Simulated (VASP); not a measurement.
Input:

```xyz
1
Lattice="0.0000 2.0032 2.0032 2.0032 0.0000 2.0032 2.0032 2.0032 0.0000" Properties=species:S:1:pos:R:3 pbc="T T T"
Al     0.0000     0.0000     0.0000
```

Method: TPSS meta-GGA, VASP's PBE PAW potentials (set 64) (plane waves; VASP 6.6.1). Settings: 520 eV cut-off, 17×17×17 Γ-centred mesh, tetrahedra with Blöchl corrections, potentials Al.

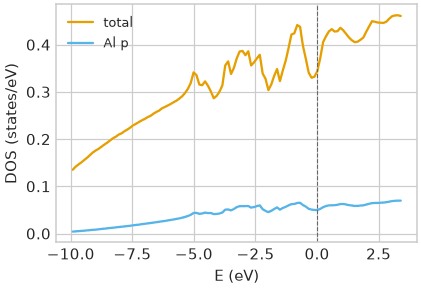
Figure. Total and projected density of states, zero at the Fermi level

Within 2 eV below the Fermi level the largest weight inside VASP's projection spheres is Al p, then Al s.

It has no gap at this level: it comes out as a metal or semimetal.

The compound is Al in the fcc structure. It was relaxed first.
